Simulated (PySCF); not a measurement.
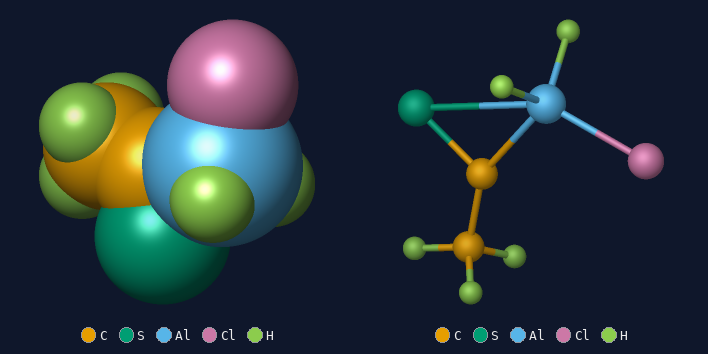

Both panels show the same species.

The species has charge −1 and is a spin singlet. Computed geometry: GFN2-xTB optimisation. No frequency run is at hand to confirm it as a minimum.

> Which formula does it have?

C2H5AlClS(-), 10 atoms: 2 carbon, 5 hydrogen, 1 aluminium, 1 chlorine and 1 sulfur.

> How many bonds of each kind are drawn?

3 C–H, 2 Al–H, 1 C–C, 1 C–S, 1 Al–Cl, 1 C–Al, 1 Al–S. Sticks follow a distance rule.

> How many sets of symmetry-equivalent atoms are there?

8: 1 C, 1 C, 1 S, 1 Al, 1 Cl, 2 H, 1 H, 2 H.

> Give the symmetry (Schoenflies symbol).

Cs.

The parts below concern this one geometry. Atoms keep their numbers from picture to picture.

## Quadrupole coupling

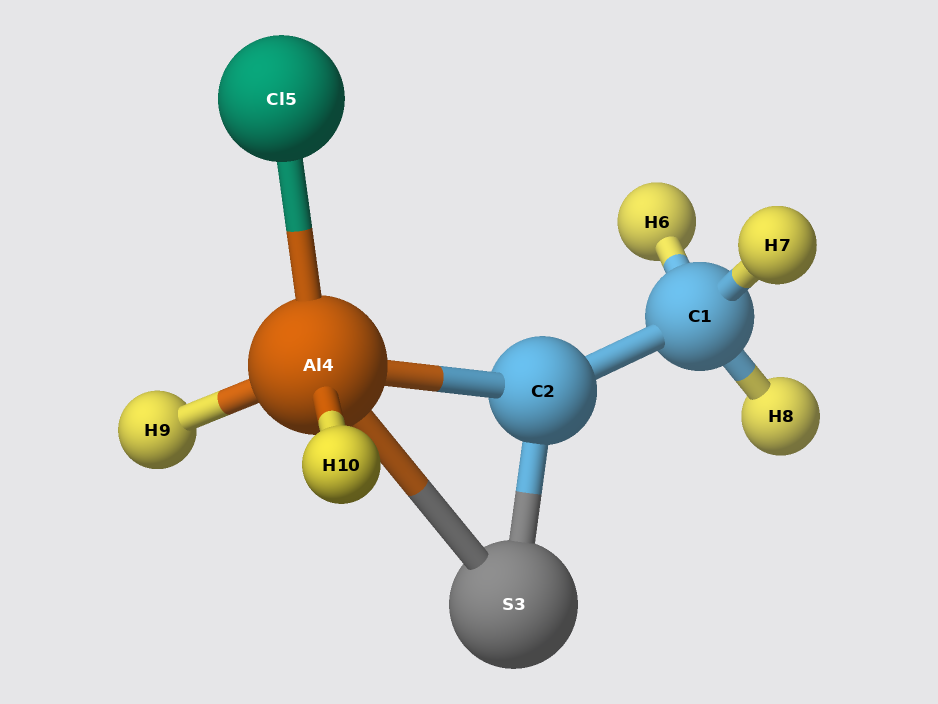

No frequency run is at hand to confirm it as a minimum. Electric field gradients from the ground-state density, PBE0/pcSseg-1 (PySCF 2.14.0), non-relativistic apart from any core potentials.

Give the largest field-gradient component, the quadrupole coupling constant and the asymmetry for 33S at S3 (Q = −67.81 mb), 27Al at Al4 (Q = 146.6 mb), 35Cl at Cl5 (Q = −81.7 mb).

```json
{"atom": "S3", "V_zz (a.u.)": "−2.405", "e²qQ/h (MHz)": "38.3", "η": "0.25"}
{"atom": "Al4", "V_zz (a.u.)": "0.441", "e²qQ/h (MHz)": "15.19", "η": "0.95"}
{"atom": "Cl5", "V_zz (a.u.)": "0.849", "e²qQ/h (MHz)": "−16.29", "η": "0.07"}
```

## Charges

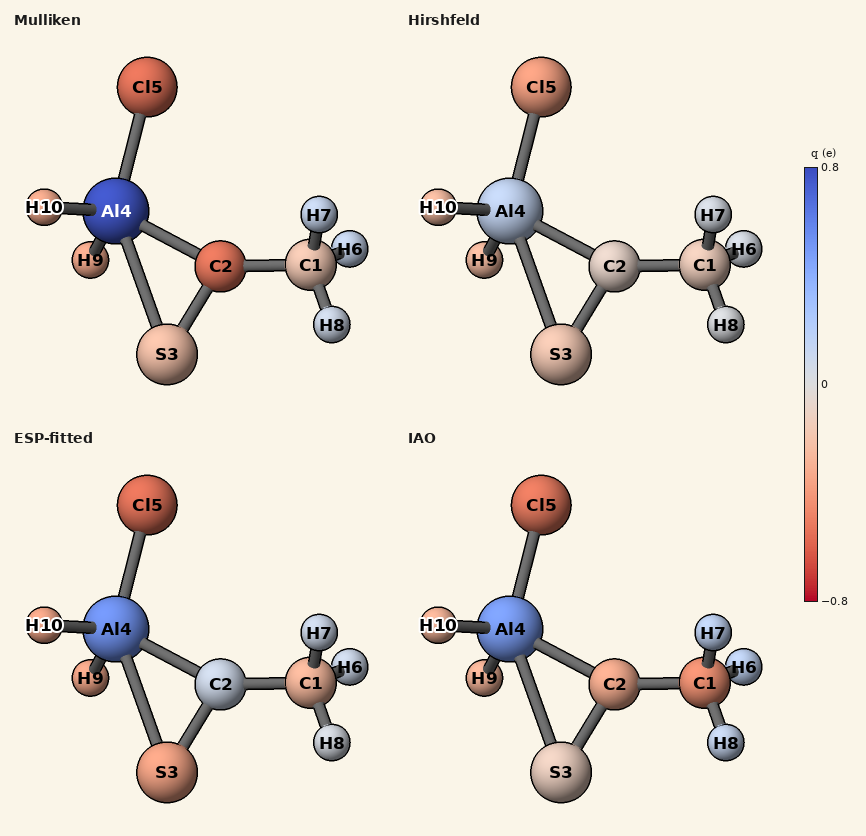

Atomic charges of one calculation by 4 schemes, on one colour scale. No frequency run is at hand to confirm it as a minimum. Method: PBE0/pcSseg-1 (PySCF 2.14.0).

> On which atom do the schemes disagree most?

On Al4 (from 0.14 to 0.75 e).

List the charges (e), one line for each set of equivalent atoms.

```tsv
atom	Mulliken	Hirshfeld	ESP-fitted	IAO
C1	−0.17	−0.14	−0.26	−0.42
C2	−0.51	−0.08	0.08	−0.31
S3	−0.21	−0.17	−0.35	−0.11
Al4	0.75	0.14	0.52	0.47
Cl5	−0.53	−0.37	−0.53	−0.50
H6, H7	0.12	0.04	0.08	0.15
H8	0.08	0.01	0.03	0.12
H9, H10	−0.32	−0.24	−0.33	−0.27
```

## Electronic properties

No frequency run is at hand to confirm it as a minimum. Properties computed with PBE0/def2-SVPD, gas phase (PySCF 2.14.0).

> Give the mean static polarisability at this level.

102.0 bohr³.

> What is the HOMO energy (Kohn–Sham orbital)?

−1.93 eV.

## NMR shielding

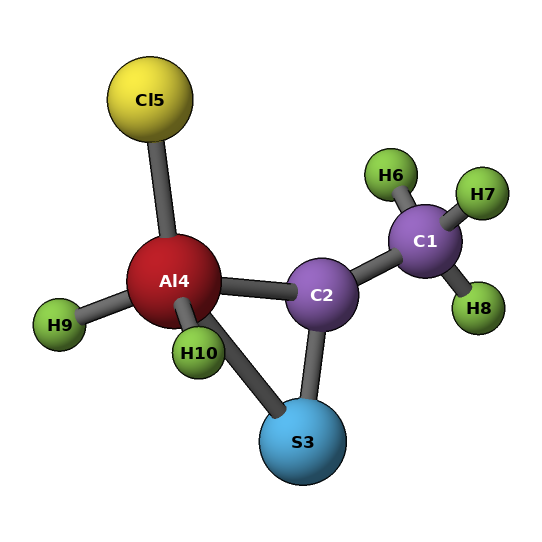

No frequency run is at hand to confirm it as a minimum. Method: GIAO PBE0/pcSseg-1 NMR shielding, non-relativistic, gas phase (PySCF 2.14.0). Principal shieldings σ11 ≤ σ22 ≤ σ33, span Ω = σ33 − σ11, skew κ = 3(σiso − σ22)/Ω.

Give the shielding tensors of the Al atoms.

```tsv
atom	σ11	σ22	σ33	σiso	Ω	κ
Al4	452.4	479.0	538.1	489.9	85.8	0.38
```

Shieldings and span in ppm.

Mulliken values depend strongly on the basis set and can even reverse the polarity of a bond. The geometry is semi-empirical. Around Al such bond lengths and angles can be off by a tenth of an ångström or more and by several degrees, and values that hang on the shape move with them.
